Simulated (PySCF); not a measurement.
**QCISD(T)/STO-6G run of NOF (nitrosyl fluoride)**

Wanted: the energy of NOF (nitrosyl fluoride). 

Program for the calculation: PySCF 2.14.0.

13 further runs of the same task are left out: 4 that didn't finish, 9 set aside as unsound or not needed.

### 1 The molecule

NOF has 3 atoms, charge 0, and is taken as a singlet. As SMILES, `O=NF`. The coordinates come from a PBE0-D4/def2-TZVP relaxation.

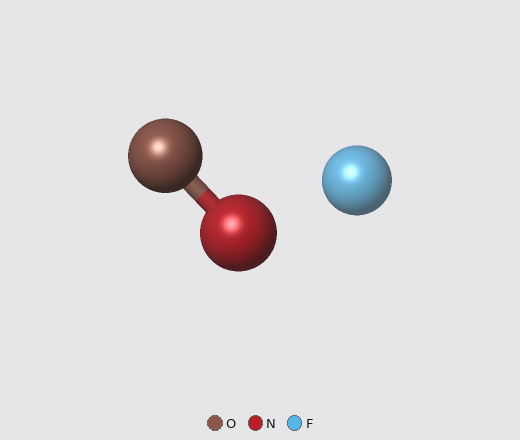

Viewed from a chosen angle; oxygen brown, nitrogen red, fluorine blue.

### 2 A single-point energy at QCISD(T)/STO-6G

input.py reads:

```python
from pyscf import gto, cc

molecule = gto.M(
    atom='O 0.868350 0.242970 0.504740; N 0.148930 -0.482540 0.029910; F -1.017290 0.239580 -0.534650',
    spin=0,
    basis='sto-6g',
    verbose=4,
    max_memory=1860,
)

mf = molecule.RHF()
mf.conv_tol = 1e-10
mf.kernel()
if not mf.converged:
    mf = mf.newton().run(mf.mo_coeff, mf.mo_occ)

mycc = cc.QCISD(mf, frozen=3)
mycc.kernel()
e_t = mycc.qcisd_t()
e_final = mycc.e_tot + e_t
print('E(%s) = %.9f' % ('QCISD(T)', e_final))
```

Run with:

```sh
$ OMP_NUM_THREADS=1 python input.py
```

Q: Predict the results. Wanted: total energy; dipole moment; HOMO energy; LUMO energy; HOMO–LUMO gap; correlation energy; (T) correction; T1 diagnostic.

Computed results:

At QCISD(T)/STO-6G, 3 core orbitals frozen:

| quantity | value |
| --- | --- |
| total energy | -227.83961 Eh |
| dipole moment (Hartree–Fock density) | 0.38 D |
| HOMO energy (Hartree–Fock orbitals) | -10.00 eV |
| LUMO energy (Hartree–Fock orbitals) | 5.40 eV |
| HOMO–LUMO gap (Hartree–Fock orbitals) | 15.40 eV |
| correlation energy (3 core orbitals frozen) | -184.4 mEh |
| (T) correction | -7.11 mEh |
| T1 diagnostic | 0.024 |

The T1 diagnostic of 0.024 is above the customary mark for such species, so a single reference may not serve. Mulliken charges of the mean-field density run from -0.11 on F3 to +0.18 on N2. The triples make up 3.9 % of the correlation energy.
